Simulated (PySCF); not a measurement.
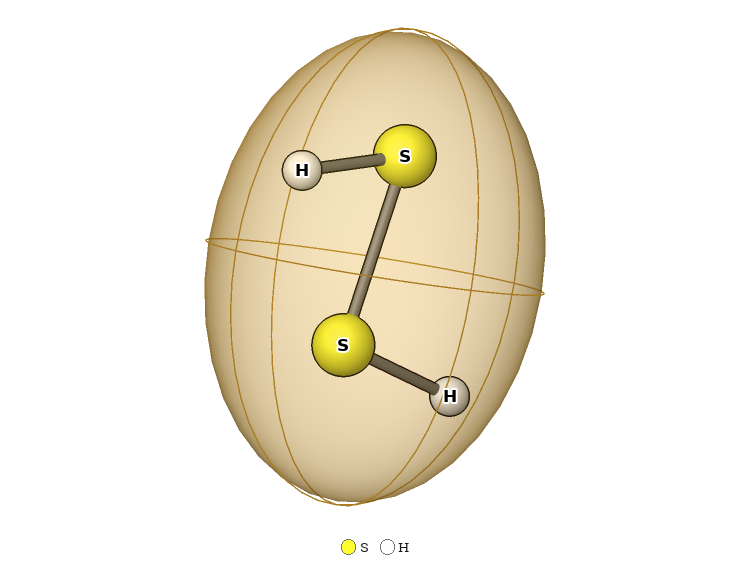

The ellipsoid shows the static dipole polarisability: its half-axes are proportional to the principal values. Geometry: a frame of a GFN2-xTB molecular-dynamics simulation, not a minimum. Level of theory: PBE0/def2-SVPD (PySCF 2.14.0).

**Give the principal values, the mean and the anisotropy.**

Principal values 37.6, 40.5, 55.6 bohr³; mean 44.6 bohr³ (6.60 Å³); anisotropy 16.7 bohr³, so the longest axis is 1.48 times the shortest.
